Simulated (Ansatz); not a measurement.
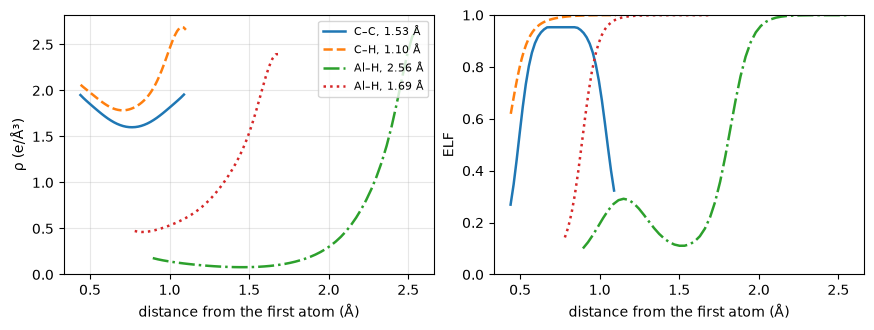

AlH···C$_{2}$H$_{6}$. Electron density and ELF along straight lines between neighbouring atoms. The curves leave out the atomic cores.

The calculation used Ansatz, RKS PBE/6-31G*.

Input

```
crystal:
  periodic: [false, false, false]
  atoms:
    - { symbol: Al, position_ang: [-0.438539, 0.634921, -0.752493] }
    - { symbol: C, position_ang: [1.629629, -0.053971, 1.552646] }
    - { symbol: H, position_ang: [0.614615, -0.480355, 1.658511] }
    - { symbol: H, position_ang: [2.31838, -0.73622, 2.081651] }
    - { symbol: C, position_ang: [1.709639, 1.37146, 2.105217] }
    - { symbol: H, position_ang: [1.43104, 1.406789, 3.172078] }
    - { symbol: H, position_ang: [2.727495, 1.785191, 2.007364] }
    - { symbol: H, position_ang: [1.029081, 2.056116, 1.564458] }
    - { symbol: H, position_ang: [1.921495, -0.087715, 0.482776] }
    - { symbol: H, position_ang: [-1.437635, -0.306215, 0.235792] }
basis:
  gaussian: { orbitals: "6-31G*" }
hamiltonian:
  xc: pbe
relax:
  f_tol: 0.03
  max_steps: 50
output:
  orbitals: {}
```

Run with:

```sh
ansatz run input.yaml --threads 1 --pin off --max-ram 2048MiB --backend cpu --events-out ev --progress --plain --runs-dir out
```

The fields are those of the run's last geometry, not of the input's.

> What can be read from the curves?

C–C (1.53 Å): ρ at the midpoint is about 1.6 e/Å³; the ELF peaks at about 0.95 between the atoms; localised, covalent bonding.
C–H (1.10 Å): ρ at the midpoint is about 1.9 e/Å³; the ELF climbs to about 1 towards the hydrogen, as it does in any bond to H: a covalent bond by its length.
Al1···H8 (2.56 Å): the density falls to about 0.08 e/Å³ on the way; the ELF climbs to about 1 towards the hydrogen.
Al–H (1.69 Å): ρ at the midpoint is about 0.46 e/Å³; the ELF climbs to about 1 towards the hydrogen.
